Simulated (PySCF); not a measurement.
## A study: Cl₂MoO₂, SMILES `O=[Mo](=O)(Cl)Cl`

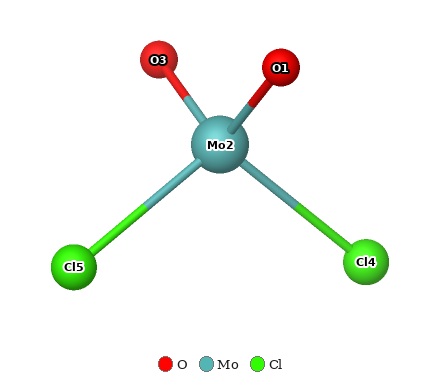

The molecule, with its atoms numbered as below. No frequency check shows the geometry to be a minimum.

Geometry (Å), atoms numbered from 1:

```
O1      -0.0004    1.1724   -1.3948
Mo2      0.0000    0.3195    0.0000
O3       0.0004    1.1724    1.3948
Cl4     -1.7326   -0.9464    0.0001
Cl5      1.7326   -0.9464   -0.0001
```

Part 1: Bonding charge

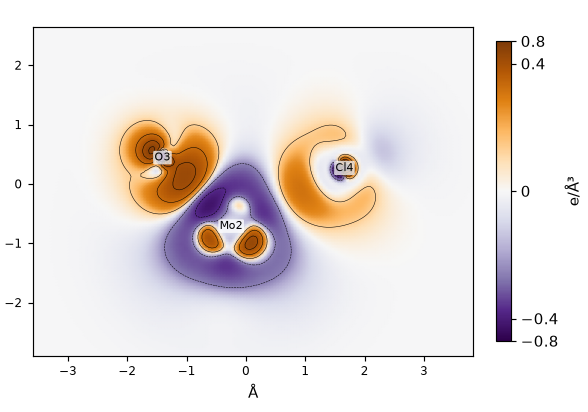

Deformation density (molecule less spherical, spin-averaged free atoms) in the plane of Mo2, O3 and Cl4; colour scale in e/Å³, logarithmic beyond ±0.1; orange: gain, purple: loss.

Computed with PySCF, B3LYP/def2-SVPD, geometry: GFN2-xTB. Core potentials replace the inner electrons of Mo; spin–orbit coupling isn't included. This is a single-reference result, which may miss multireference character in this system.

> Describe the bonding that the map shows.

Mo2–O3: +0.20 e/Å³ at the bond critical point (bond length 1.64 Å). Mo2–Cl4: +0.08 e/Å³ at the bond critical point (bond length 2.15 Å). In all, 1.4 electrons gather in the regions of gain relative to the promolecule. A small or negative value marks a very polar bond, one between electron-rich atoms, whose free-atom densities already overlap strongly, a long bond to a heavier atom, or a closed-shell contact such as a hydrogen bond.

> Where do the Hirshfeld charges lie?

The highest Hirshfeld charge is on Mo2 (+0.80 e), the lowest on O1 and O3 (−0.30 e).

Part 2: Bond critical points

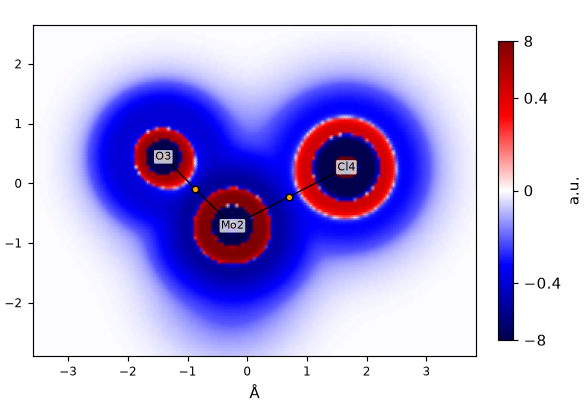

Negative Laplacian of the density (−∇²ρ) in the plane of Mo2, O3 and Cl4 (red positive, blue negative, colour scale in a.u., logarithmic beyond ±0.04), with bond paths and bond critical points (dots).

> Sort the bonds in the plane by the sign of ∇²ρ at their critical points.

At none is it concentrated. Depleted (∇²ρ > 0): Mo2–O3 (+0.83 a.u., H = −0.273); Mo2–Cl4 (+0.31 a.u., H = −0.050). A positive Laplacian with negative H is typical of metal–ligand bonds.

Part 3: Local ionisation energy

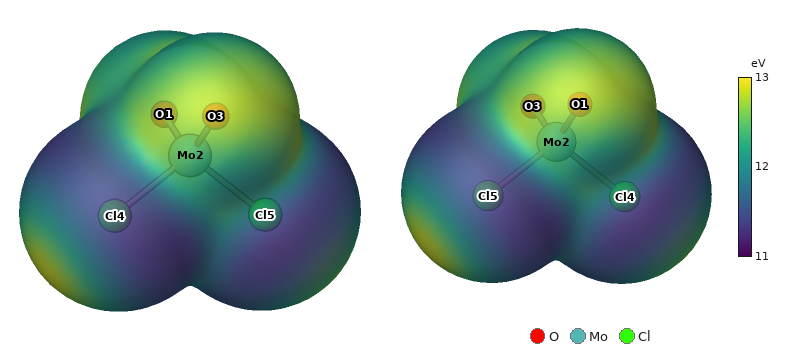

Average local ionisation energy on the surface of electron density 0.001 a.u. (back view left, front view right).

> Locate the minima of the map.

The lowest value is 11.2 eV, 2.1 Å from Cl5, and at like points elsewhere. For comparison, the highest occupied orbital lies at −9.7 eV.

Part 4: In an electric field

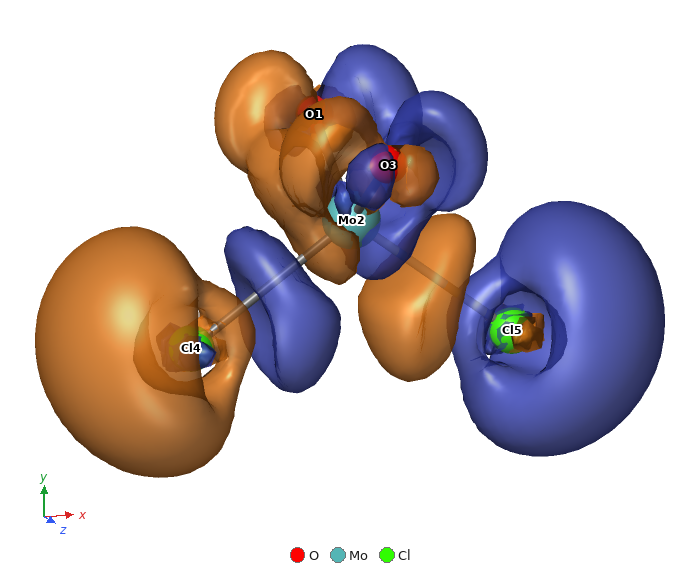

Change of the electron density in a uniform field of 0.41 V/Å, surfaces at ±0.003 e/Å³ (orange: gain, blue: loss).

Computed with PySCF, PBE0/def2-SVPD, geometry: GFN2-xTB. Core potentials replace the inner electrons of Mo; spin–orbit coupling isn't included. This is a single-reference result, which may miss multireference character in this system.

> Along which Cartesian direction does the field point?

Along +x: electrons gather on the −x side, against the field.

> How large is the response?

The induced dipole is 1.55 D (along the field); α along this axis, from the fields in both directions, is 76 bohr³ (11.3 Å³).

> Which atoms gain and lose the most charge?

Electrons gather most on Cl4 (Hirshfeld charge changes by −0.049 e) and leave Cl5 most (+0.050 e); 0.110 electrons are displaced in all.

Part 5: Removing or adding an electron

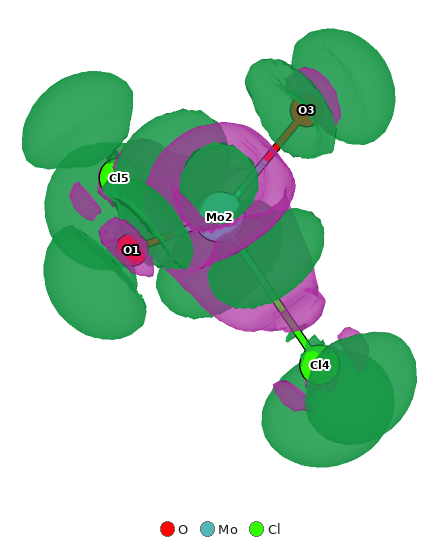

Fukui function f⁺ = ρ(N+1) − ρ(N) at fixed geometry, surfaces at ±0.02 e/Å³ (green positive, purple negative).

PySCF calculation, ωB97X/def2-TZVP, gas phase; geometry: GFN2-xTB. Core potentials replace the inner electrons of Mo; spin–orbit coupling isn't included. This is a single-reference result, which may miss multireference character in this system.

> On which atoms does the density change most on addition of an electron?

f⁺ (Hirshfeld-condensed) is largest on Mo2 (0.28) and Cl4 and Cl5 (0.21 each); the vertical electron affinity is 1.90 eV (the stability of the anion's solution wasn't checked; rough: the basis has no diffuse functions). Condensed values hint at sites of nucleophilic attack but needn't mark the atom that reacts. Orbital relaxation makes it negative in places (0.23 e in all).

The PySCF runs shown took 24 s, 49 s and 2.8 min on 1 thread of AMD EPYC 7571, on a shared host.
